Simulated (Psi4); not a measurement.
**CH4Si (SMILES C[SiH]): a chain of runs**

Aim: a structure relaxation (PBE0-D3(BJ)/def2-SVP), then the harmonic vibrations, then a single-point energy (MP2-F12/cc-pVDZ-F12), then the vertical excitations (TDA-PBE0/def2-SVP) of CH4Si. 

The calculation is run with Psi4 1.11.

## (1) Starting point

CH4Si has 6 atoms, charge 0, and is taken as a singlet. SMILES: `C[SiH]`. Geometry: relaxed at PBE0-D4/def2-TZVP. The run starts from this shape.

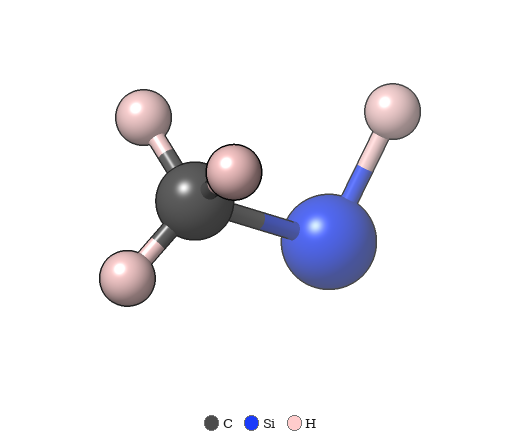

The structure, seen from a chosen angle (carbon dark grey, silicon blue, hydrogen pink).

## (2) A geometry optimisation at PBE0-D3(BJ)/def2-SVP (density fitting) (run 1)

The input, ch4si.in:

```
memory 1600 mb

molecule system {
  0 1
  C     -0.093500    -0.366000    -0.370300
  Si     0.917300     0.209800     1.122300
  H     -1.156900    -0.410100    -0.102200
  H      0.215000    -1.335600    -0.763000
  H     -0.024000     0.382000    -1.170800
  H      0.142200     1.520000     1.284000
}

set basis def2-SVP
set geom_maxiter 60

opt('pbe0-d3(bj)')
```

Command:

```sh
$ psi4 ch4si.in ch4si.out -n 1
```

ch4si.out:

```text
[...]
  Running in c1 symmetry.
[...]
  Nuclear repulsion =   48.603693658180966
[...]
  Multiplicity = 1
[...]
  Nalpha       = 12
  Nbeta        = 12
[...]
    Number of basis functions: 52
[...]
   @DF-RKS iter   1:  -329.44665126228284   -3.09321e-01   1.15181e-02 ADIIS/DIIS
[...]
   @DF-RKS iter   7:  -329.64060740889988   -7.38964e-13   2.49876e-09 DIIS
[...]
    Orbital Energies [Eh]
    ---------------------
    Doubly Occupied:
       1A    -66.247780     2A    -10.225292     3A     -5.338938
       4A     -3.681385     5A     -3.673067     6A     -3.670087
       7A     -0.713266     8A     -0.486517     9A     -0.420553
      10A     -0.416986    11A     -0.322618    12A     -0.230524
[...]
  @DF-RKS Final Energy:  -329.64060740889988
   => Energetics <=
    Nuclear Repulsion Energy =             48.3073846259216353
    One-Electron Energy =                -550.2366932305209275
    Two-Electron Energy =                 193.1407638597699190
    DFT Exchange-Correlation Energy =     -20.8493172467795738
    Empirical Dispersion Energy =          -0.0027454172910378
    VV10 Nonlocal Energy =                  0.0000000000000000
    Total Energy =                       -329.6406074088998821
[...]
 Multipole Moments:
 ------------------------------------------------------------------------------------
     Multipole            Electronic (a.u.)      Nuclear  (a.u.)        Total (a.u.)
 ------------------------------------------------------------------------------------
 L = 1.  Multiply by 2.5417464519 to convert [e a0] to [Debye]
 Dipole X            :          2.4817812           -2.7985297           -0.3167486
 Dipole Y            :         -0.0439812            0.0095453           -0.0344360
 Dipole Z            :          2.5918705           -2.9518606           -0.3599900
 Magnitude           :                                                    0.4807373
[...]
  -Total Gradient:
     Atom            X                  Y                   Z
    ------   -----------------  -----------------  -----------------
       1       -0.000067360143    -0.000073903399     0.000005374627
       2        0.000034521277     0.000007678615     0.000027652055
       3        0.000011683193     0.000010377892    -0.000010862892
       4        0.000013528136     0.000032977326    -0.000010612450
       5        0.000013568304     0.000016026707     0.000008954476
       6       -0.000001662672     0.000006534427    -0.000016194019
[...]
    Final optimized geometry and variables:
    Molecular point group: c1
    Full point group: C1
    Geometry (in Angstrom), charge = 0, multiplicity = 1:
    C           -0.635152226262    -0.404686668055    -0.971226714291
    SI           0.380288180776     0.173358622557     0.530456623212
    H           -1.707299549983    -0.451965773302    -0.704338935577
    H           -0.323807183901    -1.381622474067    -1.368442402307
    H           -0.567008245327     0.347558748171    -1.779164955469
    H           -0.395924346982     1.492179941034     0.690856516802
    Psi4 run time: 0:00:30.16
[...]
```

The script printed:

```text
Optimizer: Optimization complete!
```

Run time: 33 s. Hardware: 1 thread of AMD EPYC, shared host; peak memory 0.44 GiB.

Step by step:

```
step  energy from the first frame kept (eV)  largest force (eV/Å)
   0                                 0.0000                0.3094
   1                                -0.0050                0.0272
   2                                -0.0051                0.0038
   3                                -0.0051                0.0051
```

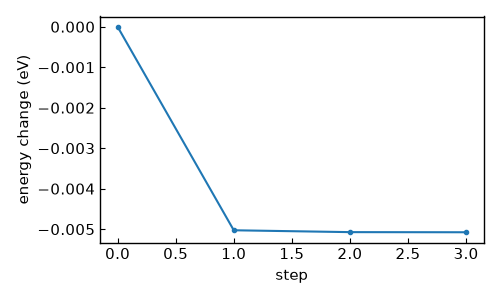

Energy along the run.

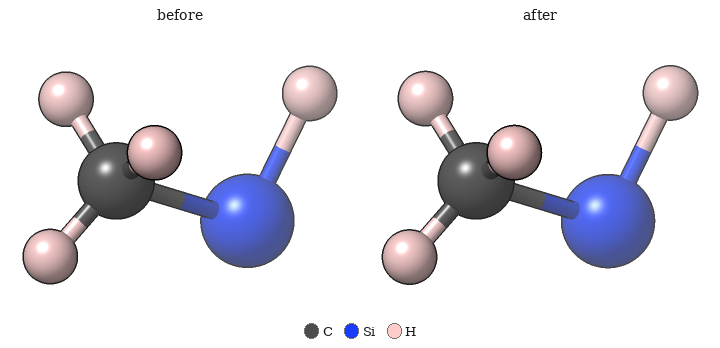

Before and after, at one scale.

After the run. Bond lengths: C1–Si2 1.903 Å, C1–H3 1.106 Å, C1–H4 1.100 Å, C1–H5 1.106 Å, Si2–H6 1.539 Å. Angles: C1–Si2–H6 94.2°, Si2–C1–H3 109.9°, Si2–C1–H4 113.8°, Si2–C1–H5 109.7°, H3–C1–H4 108.9°, H3–C1–H5 105.4°, H4–C1–H5 108.8°.

## (3) The harmonic vibrations at PBE0-D3(BJ)/def2-SVP (density fitting) (run 2)

The input, run.py:

```python
import psi4

psi4.set_memory('1600 MB')
psi4.set_num_threads(1)
psi4.set_output_file('run.log', False)

mol = psi4.geometry("""
0 1
C
Si 1 1.902711
H 1 1.105877 2 109.87208
H 1 1.099599 3 108.88709 2 125.28017
H 1 1.106021 4 108.84083 3 -114.38045
H 2 1.538676 1 94.21166 4 179.99909
symmetry c1
""")

psi4.set_options({
    't': 298.15,
    'rotational_symmetry_number': 1,
})

e_tot, wfn = psi4.frequency('pbe0-d3bj/def2-SVP', molecule=mol, return_wfn=True)
print(f'pbe0-d3bj/def2-SVP energy: {e_tot:.10f} Eh')
print('wavenumbers / cm^-1:', wfn.frequencies().np.round(1))
for k, v in sorted(psi4.core.scalar_variables().items()):
    print(f'{k:45s} {v:18.10f}')
```

Command:

```sh
$ python run.py
```

run.log:

```text
[...]
  Running in c1 symmetry.
[...]
  Nuclear repulsion =   48.307768462178977
[...]
  Multiplicity = 1
[...]
  Nalpha       = 12
  Nbeta        = 12
[...]
    Number of basis functions: 52
[...]
   @DF-RKS iter   1:  -329.44942323549100   -3.29047e-01   1.14199e-02 ADIIS/DIIS
[...]
   @DF-RKS iter  10:  -329.64060680155148   -1.53477e-12   2.07471e-09 DIIS
[...]
    Orbital Energies [Eh]
    ---------------------
    Doubly Occupied:
       1A    -66.247758     2A    -10.225223     3A     -5.338921
       4A     -3.681368     5A     -3.673050     6A     -3.670070
       7A     -0.713306     8A     -0.486500     9A     -0.420573
      10A     -0.417111    11A     -0.322507    12A     -0.230572
[...]
  @DF-RKS Final Energy:  -329.64060680155148
   => Energetics <=
    Nuclear Repulsion Energy =             48.3125654756782552
    One-Electron Energy =                -550.2470224055805375
    Two-Electron Energy =                 193.1461149713109648
    DFT Exchange-Correlation Energy =     -20.8495191468280616
    Empirical Dispersion Energy =          -0.0027456961320847
    VV10 Nonlocal Energy =                  0.0000000000000000
    Total Energy =                       -329.6406068015514848
[...]
 Multipole Moments:
 ------------------------------------------------------------------------------------
     Multipole            Electronic (a.u.)      Nuclear  (a.u.)        Total (a.u.)
 ------------------------------------------------------------------------------------
 L = 1.  Multiply by 2.5417464519 to convert [e a0] to [Debye]
 Dipole X            :         -1.0736666            1.1805152            0.1068486
 Dipole Y            :         -0.6781907            0.7461973            0.0680066
 Dipole Z            :          3.3574100           -3.8203295           -0.4629195
 Magnitude           :                                                    0.4799333
[...]
  -Total Gradient:
     Atom            X                  Y                   Z
    ------   -----------------  -----------------  -----------------
       1        0.000348879669    -0.000092967747    -0.000266576930
       2       -0.000009495504    -0.000037573943     0.000074422215
       3       -0.000024331585     0.000007911137     0.000012033248
       4       -0.000006907152     0.000006065334     0.000041355873
       5       -0.000291077584     0.000145494585     0.000234506556
       6       -0.000019006714    -0.000030110914    -0.000089866947
[...]
  ==> Harmonic Vibrational Analysis <==
[...]
  Freq [cm^-1]                 127.3134            555.6185            626.3657
[...]
  IR activ [km/mol]             0.5877              1.8234              1.6662
[...]
  Freq [cm^-1]                 673.6884            941.0576           1226.3582
[...]
  IR activ [km/mol]            61.0690             79.2176             30.5573
[...]
  Freq [cm^-1]                1401.3868           1419.1849           2015.6290
[...]
  IR activ [km/mol]             5.7322             13.4824             298.6595
[...]
  Freq [cm^-1]                3024.9527           3109.8526           3165.9589
[...]
  IR activ [km/mol]             0.4888              3.8939              5.7011
[...]
  Total E_0, Enthalpy at 0 [K]                                                         -329.59894572 [Eh]
[...]
  Total H, Enthalpy at  298.15 [K]                                                     -329.59395342 [Eh]
[...]
  Total G, Gibbs energy at  298.15 [K]                                                 -329.62362603 [Eh]
[...]
```

On the terminal:

```text
Warning: used thermodynamics relations inappropriate for low-frequency modes: ['127.3134' '555.6185']
pbe0-d3bj/def2-SVP energy: -329.6406074093 Eh
wavenumbers / cm^-1: [ 127.3  555.6  626.4  673.7  941.1 1226.4 1401.4 1419.2 2015.6 3025.
 3109.9 3166. ]
CURRENT ENERGY                                   -329.6406074093
CURRENT REFERENCE ENERGY                         -329.6406074093
DD SOLVATION ENERGY                                 0.0000000000
DFT FUNCTIONAL TOTAL ENERGY                      -329.6378619920
DFT TOTAL ENERGY                                 -329.6406074093
DFT VV10 ENERGY                                     0.0000000000
DFT XC ENERGY                                     -20.8493172432
DISPERSION CORRECTION ENERGY                       -0.0027454173
ENTHALPY                                         -329.5939534233
ENTHALPY CORRECTION                                 0.0466539860
FINDIF NUMBER                                      31.0000000000
GIBBS FREE ENERGY                                -329.6236260314
GIBBS FREE ENERGY CORRECTION                        0.0169813779
GRID ELECTRONS ALPHA                               12.0000096626
GRID ELECTRONS BETA                                12.0000096626
GRID ELECTRONS TOTAL                               24.0000193252
NUCLEAR REPULSION ENERGY                           48.3073828707
ONE-ELECTRON ENERGY                              -550.2366888621
PBE0-D3(BJ) DISPERSION CORRECTION ENERGY           -0.0027454173
PCM POLARIZATION ENERGY                             0.0000000000
PE ENERGY                                           0.0000000000
SCF ITERATION ENERGY                             -329.6406074093
SCF ITERATIONS                                     10.0000000000
SCF TOTAL ENERGY                                 -329.6406074093
THERMAL ENERGY                                   -329.5948976079
THERMAL ENERGY CORRECTION                           0.0457098015
TWO-ELECTRON ENERGY                               193.1407612426
ZERO K ENTHALPY                                  -329.5989457227
ZPVE                                                0.0416616866
```

It took 3.9 min on 1 thread of AMD EPYC, shared host; peak memory 0.44 GiB.

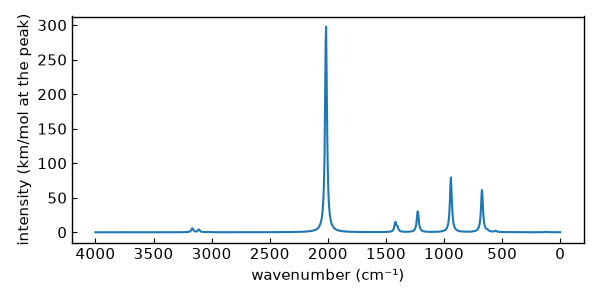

Harmonic infrared spectrum, unscaled, lines broadened by 10 cm⁻¹.

## (4) A single-point energy at MP2-F12/cc-pVDZ-F12 (density fitting, density fitting for correlation) (run 3)

The input, calc.inp:

```
memory 1600 mb

molecule geom {
  0 1
  C
  Si 1 1.902711
  H 1 1.105877 2 109.87208
  H 1 1.099599 3 108.88709 2 125.28017
  H 1 1.106021 4 108.84083 3 -114.38045
  H 2 1.538676 1 94.21166 4 179.99909
  units angstrom
}

set {
  freeze_core true
}

e, wfn = energy('mp2-f12/cc-pVDZ-F12', return_wfn=True)
```

Command:

```sh
$ psi4 -i calc.inp -o calc.out -n 1
```

calc.out:

```text
[...]
  Running in c1 symmetry.
[...]
  Nuclear repulsion =   48.307382870735459
[...]
  Multiplicity = 1
[...]
  Nalpha       = 12
  Nbeta        = 12
[...]
    Number of basis functions: 105
[...]
   @DF-RHF iter   1:  -329.00832043538747   -6.67861e-01   3.67867e-03 DIIS/ADIIS
[...]
   @DF-RHF iter  10:  -329.09239661367349   -2.93312e-11   8.82613e-09 DIIS
[...]
    Orbital Energies [Eh]
    ---------------------
    Doubly Occupied:
       1A    -68.789388     2A    -11.212565     3A     -6.133964
       4A     -4.237225     5A     -4.235470     6A     -4.234570
       7A     -0.943339     8A     -0.635122     9A     -0.559042
      10A     -0.550233    11A     -0.439696    12A     -0.319781
[...]
  @DF-RHF Final Energy:  -329.09239661367349
   => Energetics <=
    Nuclear Repulsion Energy =             48.3073828707354593
    One-Electron Energy =                -550.2187704799368930
    Two-Electron Energy =                 172.8189909955278836
    Total Energy =                       -329.0923966136735430
[...]
 Multipole Moments:
 ------------------------------------------------------------------------------------
     Multipole            Electronic (a.u.)      Nuclear  (a.u.)        Total (a.u.)
 ------------------------------------------------------------------------------------
 L = 1.  Multiply by 2.5417464519 to convert [e a0] to [Debye]
 Dipole X            :         -1.0903016            1.1805152            0.0902136
 Dipole Y            :         -0.6885489            0.7461973            0.0576484
 Dipole Z            :          3.4020102           -3.8203295           -0.4183193
 Magnitude           :                                                    0.4318018
[...]
```

Wall time 83 s (1 thread of AMD EPYC, shared host); peak memory 2 GiB.

## (5) The vertical excitations at TDA-PBE0/def2-SVP (density fitting, save jk yes) (run 4)

The input, calc.inp:

```
memory 1600 mb

molecule {
  0 1
  C     -0.096365    -0.367533    -0.375951
  Si     0.919076     0.210513     1.125732
  H     -1.168512    -0.414812    -0.109063
  H      0.214980    -1.344468    -0.773167
  H     -0.028221     0.384713    -1.183889
  H      0.142863     1.529334     1.286132
  symmetry c1
}

set basis def2-SVP
set save_jk true

from psi4.driver.procrouting.response.scf_response import tdscf_excitations
e, wfn = energy("pbe0", return_wfn=True)
states = tdscf_excitations(wfn, states=6, tda=True)
```

Command:

```sh
$ psi4 -n 1 calc.inp calc.out
```

calc.out:

```text
[...]
  Running in c1 symmetry.
[...]
  Nuclear repulsion =   48.307383434465841
[...]
  Multiplicity = 1
[...]
  Nalpha       = 12
  Nbeta        = 12
[...]
    Number of basis functions: 52
[...]
   @DF-RKS iter   1:  -329.44669631801594   -3.29093e-01   1.14193e-02 ADIIS/DIIS
[...]
   @DF-RKS iter   7:  -329.63786199023775   -3.79026e-08   7.26623e-07 DIIS
[...]
    Orbital Energies [Eh]
    ---------------------
    Doubly Occupied:
       1A    -66.247783     2A    -10.225292     3A     -5.338941
       4A     -3.681388     5A     -3.673071     6A     -3.670091
       7A     -0.713266     8A     -0.486517     9A     -0.420555
      10A     -0.416986    11A     -0.322618    12A     -0.230526
[...]
  @DF-RKS Final Energy:  -329.63786199023775
   => Energetics <=
    Nuclear Repulsion Energy =             48.3073834344658408
    One-Electron Energy =                -550.2365456972072479
    Two-Electron Energy =                 193.1406142382911639
    DFT Exchange-Correlation Energy =     -20.8493139657875908
    Empirical Dispersion Energy =           0.0000000000000000
    VV10 Nonlocal Energy =                  0.0000000000000000
    Total Energy =                       -329.6378619902378091
[...]
 Multipole Moments:
 ------------------------------------------------------------------------------------
     Multipole            Electronic (a.u.)      Nuclear  (a.u.)        Total (a.u.)
 ------------------------------------------------------------------------------------
 L = 1.  Multiply by 2.5417464519 to convert [e a0] to [Debye]
 Dipole X            :          2.4817499           -2.7985308           -0.3167808
 Dipole Y            :         -0.0439292            0.0095452           -0.0343840
 Dipole Z            :          2.5918727           -2.9518598           -0.3599871
 Magnitude           :                                                    0.4807526
[...]
**********                               WARNING                                **********
**********       The names of excited state variables changed between 1.5       **********
[...]
**********                               WARNING                                **********
**********  Length-gauge rotatory strengths are **NOT** gauge-origin invariant  **********
[...]
                                    Excitation Energy         Total Energy        Oscillator Strength             Rotatory Strength
[...]
Excited State    1 (1 A):   0.09576 au   475.83 nm f = 0.0343
[...]
Excited State    3 (1 A):   0.24255 au   187.85 nm f = 0.1774
[...]
Excited State    4 (1 A):   0.27703 au   164.47 nm f = 0.0082
[...]
Excited State    5 (1 A):   0.28423 au   160.30 nm f = 0.0509
[...]
Excited State    6 (1 A):   0.29158 au   156.26 nm f = 0.1866
[...]
**********                               WARNING                                **********
**********       The names of excited state variables changed between 1.5       **********
[...]
```

Run time: 30 s. Hardware: 1 thread of AMD EPYC, shared host; peak memory 0.4 GiB.

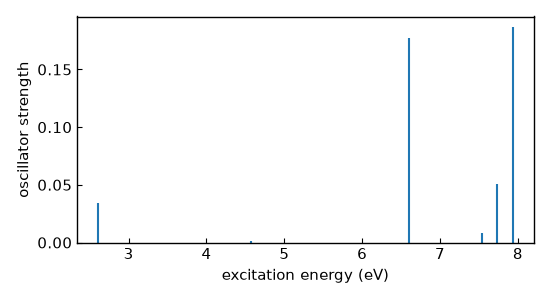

Vertical excitations as sticks.

The roots found:

```
excited state  energy (eV)  strength  label
            1        2.606    0.0343    A 1
            2        4.578    0.0014    A 1
            3        6.600    0.1774    A 1
            4        7.538    0.0082    A 1
            5        7.734    0.0509    A 1
            6        7.934    0.1866    A 1
```

## (6) What came out

| quantity | value |
| --- | --- |
| run 1, PBE0-D3(BJ)/def2-SVP: total energy at the end | -329.64061 Eh |
| run 1, PBE0-D3(BJ)/def2-SVP: dipole moment | 1.22 D |
| run 1, PBE0-D3(BJ)/def2-SVP: HOMO energy | -6.27 eV |
| run 1, PBE0-D3(BJ)/def2-SVP: LUMO energy | -2.51 eV |
| run 1, PBE0-D3(BJ)/def2-SVP: HOMO–LUMO gap | 3.76 eV |
| run 1, PBE0-D3(BJ)/def2-SVP: dispersion energy | -7.21 kJ/mol |
| run 2, PBE0-D3(BJ)/def2-SVP: lowest harmonic wavenumber | 127 cm⁻¹ |
| run 2, PBE0-D3(BJ)/def2-SVP: highest harmonic wavenumber | 3166 cm⁻¹ |
| run 2, PBE0-D3(BJ)/def2-SVP: zero-point energy | 109.4 kJ/mol |
| run 2, PBE0-D3(BJ)/def2-SVP: ideal-gas entropy at 298.15 K (symmetry number 1 as used) | 62.5 cal/(mol K) |
| run 3, MP2-F12/cc-pVDZ-F12: total energy | -329.41223 Eh |
| run 3, MP2-F12/cc-pVDZ-F12: HOMO energy (Hartree–Fock orbitals) | -8.70 eV |
| run 3, MP2-F12/cc-pVDZ-F12: LUMO energy (Hartree–Fock orbitals) | 0.37 eV |
| run 3, MP2-F12/cc-pVDZ-F12: HOMO–LUMO gap (Hartree–Fock orbitals) | 9.07 eV |
| run 3, MP2-F12/cc-pVDZ-F12: correlation energy (6 core orbitals frozen) | -316.2 mEh |
| run 4, TDA-PBE0/def2-SVP: ground-state or mean-field energy | -329.63786 Eh |
| run 4, TDA-PBE0/def2-SVP: dipole moment (PBE0 Kohn–Sham density) | 1.22 D |
| run 4, TDA-PBE0/def2-SVP: HOMO energy (PBE0 Kohn–Sham orbitals) | -6.27 eV |
| run 4, TDA-PBE0/def2-SVP: LUMO energy (PBE0 Kohn–Sham orbitals) | -2.51 eV |
| run 4, TDA-PBE0/def2-SVP: HOMO–LUMO gap (PBE0 Kohn–Sham orbitals) | 3.76 eV |
| run 4, TDA-PBE0/def2-SVP: lowest excitation energy | 2.61 eV |

In words: The optimisation (run 1, PBE0-D3(BJ)/def2-SVP) took 4 steps and changed the energy by -0.005 eV. All 12 modes (run 2, PBE0-D3(BJ)/def2-SVP) are real, so the shape is a minimum at this level. The brightest of the 6 transitions from the ground state lies at 7.93 eV (156 nm, f = 0.187); the lowest, at 2.61 eV, has f = 0.034. Roots above 6.3 eV lie over the negative of the HOMO energy, where those of Rydberg kind are poorly described; valence roots are less touched.
